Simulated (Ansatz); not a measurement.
# MgS: carrier doping

The parent structure is MgS in the rock salt structure (space group Fm-3m, No. 225; a = 5.230 Å).

Carriers are added at fixed cell with a uniform background; the Fermi–Dirac width is that of 300 K.

The values are results of PBE in Ansatz (plane waves to 420 eV, PAW, no spin-orbit coupling), not measurements.

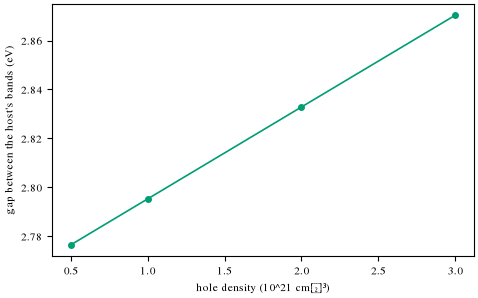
Figure. Gap between the host's bands against hole density

```
hole density (10^21 cm⁻³)  gap between the host's bands
-------------------------  ----------------------------
0.5                                             2.78 eV
1                                               2.80 eV
2                                               2.83 eV
3                                               2.87 eV
```

Charged cell with a jellium background: band edges are those of the host's band count, energies are not comparable with the neutral cell, and many-body gap narrowing is missing. Whether these cells are dynamically stable was not tested. The base started in P3_121 and relaxed to Fm-3m at this level.

Ansatz is a program for electronic structure.
